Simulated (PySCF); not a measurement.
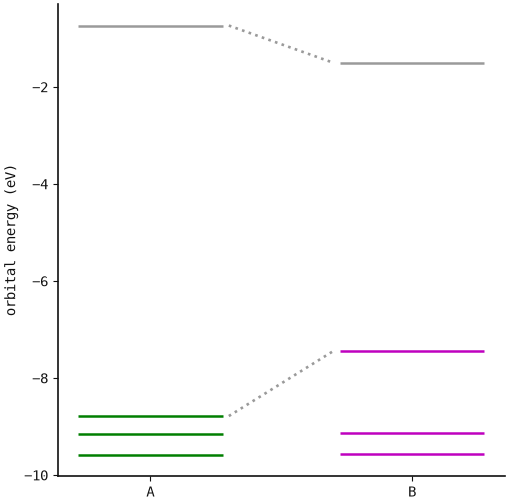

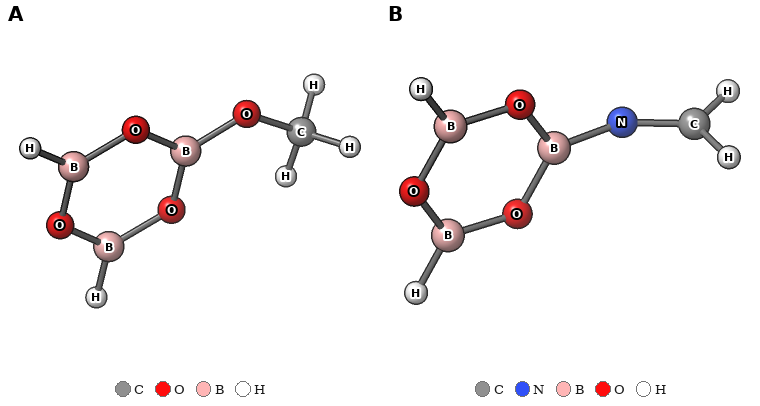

Related molecules: A is CH₅B₃O₄, SMILES COB1OBOBO1; B is CH₄B₃NO₃, SMILES C=NB1OBOBO1. Frontier orbital energies, B3LYP/def2-SVPD with PySCF, at a PBE0-D3(BJ)/def2-SVP geometry (no frequency check); drawn are at most three filled levels and, in grey, the LUMO with any level within 0.03 eV of it; dotted lines join the HOMOs and the LUMOs.

Q: What does the change do to the frontier levels?

A: From A to B the HOMO rises by 1.34 eV and the LUMO falls by 0.77 eV, so the separation goes from 8.05 to 5.94 eV.

Q: Does the ΔSCF ionisation energy follow the HOMO?

A: A: −ε(HOMO) 8.78, ΔSCF 11.06 eV; B: −ε(HOMO) 7.44, ΔSCF 9.80 eV.

Limits of at least one run: one conformer of a flexible molecule.
